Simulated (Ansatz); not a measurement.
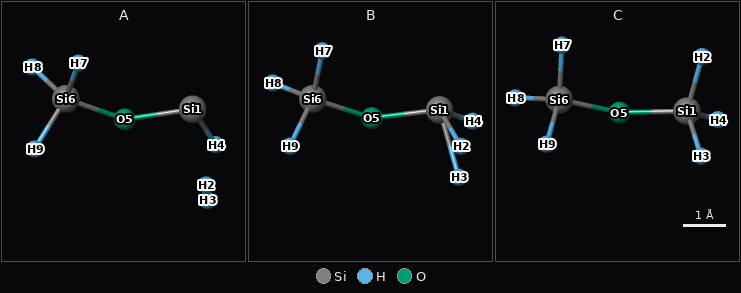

3 geometries from a converged minimum-energy path of Si₂H₆O, shuffled. Style: ball-and-stick. Shown at a tilt.

Level of theory: RKS PBE0-D4/cc-pVDZ (Ansatz 0.2.0). Settings: 9 movable images; climbing image; force threshold 0.03 eV/Å; iteration limit 59; starting path through a guess of the saddle point.

Which of them lies highest in energy?

B. In order along the path, whose images run from 0 to 10: C (image 2, 0.00 eV), B (image 6, +2.76 eV), A (image 10, +2.07 eV). Breaking: Si1–H2 (1.50 → 1.53 at the top → 2.22 Å), Si1–H3 (1.50 → 1.70 at the top → 2.30 Å). Forming: H2–H3 (2.45 → 1.23 at the top → 0.78 Å).

Cost: 17 min on 1 thread of Arm Neoverse V1, on a shared host, peak memory 0.16 GiB.
